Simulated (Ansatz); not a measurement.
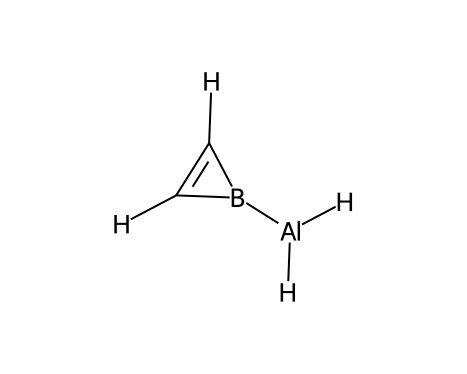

Skeletal drawing of a molecule.

Transcribe the drawing into SMILES.

Answer. [AlH2][B]1C=C1

What is the molecular formula?

Answer. C2H4AlB.

An optimisation with PBE0-D4/def2-TZVP gave a structure of which point group?

Answer. C2v.

The parts below concern this one geometry. Atoms keep their numbers from picture to picture. The computed structure is the end point of a PBE0-D4/def2-TZVP optimisation. No frequency run is at hand to confirm it as a minimum.

Shape

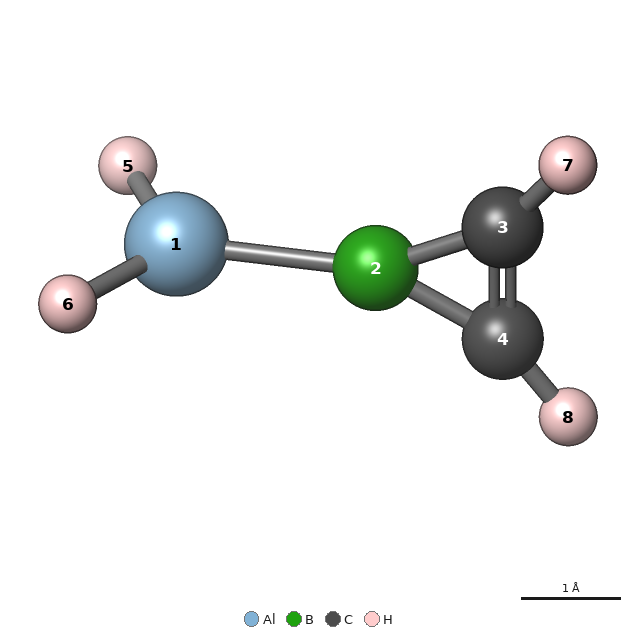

The atoms are numbered. No frequency run is at hand to confirm it as a minimum.

List the bonds and their lengths.

```
  bond  length (Å)
Al1–B2       2.079
Al1–H5       1.592
Al1–H6       1.592
 B2–C3       1.483
 B2–C4       1.483
 C3–C4       1.332
 C3–H7       1.081
 C4–H8       1.081
```

Electronic properties

No frequency run is at hand to confirm it as a minimum. Properties computed with RKS PBE0-D4/def2-TZVPP (Ansatz 0.2.0).

Estimate the HOMO energy (Kohn–Sham orbital).

Answer. −7.53 eV.

Estimate the HOMO–LUMO gap.

Answer. 6.08 eV.

What is the dispersion correction?

Answer. −11.1 kJ/mol.

Dipole moment

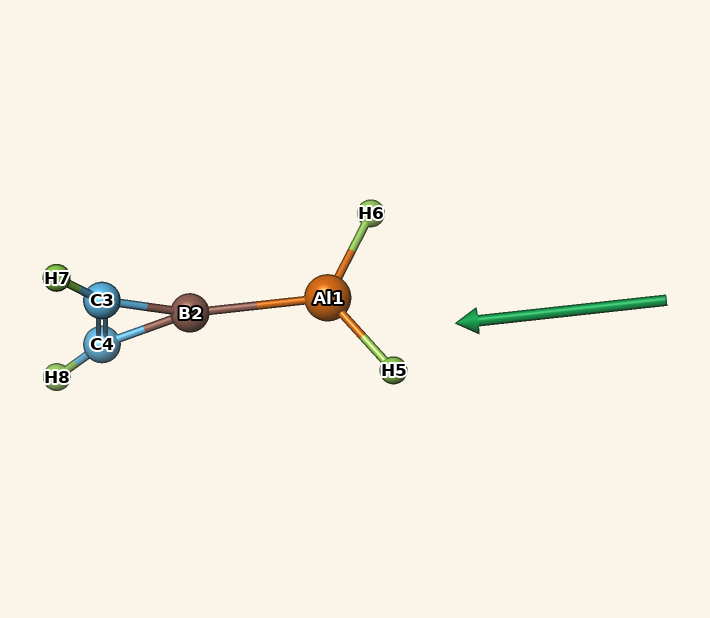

The arrow beside the molecule shows the direction of the dipole moment, from the negative to the positive end (its length means nothing). No frequency run is at hand to confirm it as a minimum. Level of theory: RKS PBE0-D4/def2-TZVP (Ansatz 0.2.0).

Estimate the dipole moment.

Answer. 1.90 D; it points from the side of H5, H6 to the side of H7, H8 (the outermost atoms at the two ends).

Charges

The questions are on Mulliken charges. No frequency run is at hand to confirm it as a minimum. Properties computed with RKS PBE0-D4/def2-TZVP (Ansatz 0.2.0).

Give the Mulliken charges atom by atom.

| atom | value (e) |
| --- | --- |
| Al1 | 0.27 |
| B2 | −0.19 |
| C3 | −0.09 |
| C4 | −0.09 |
| H5 | −0.10 |
| H6 | −0.10 |
| H7 | 0.15 |
| H8 | 0.15 |

Mulliken values depend strongly on the basis set and can even reverse the polarity of a bond.
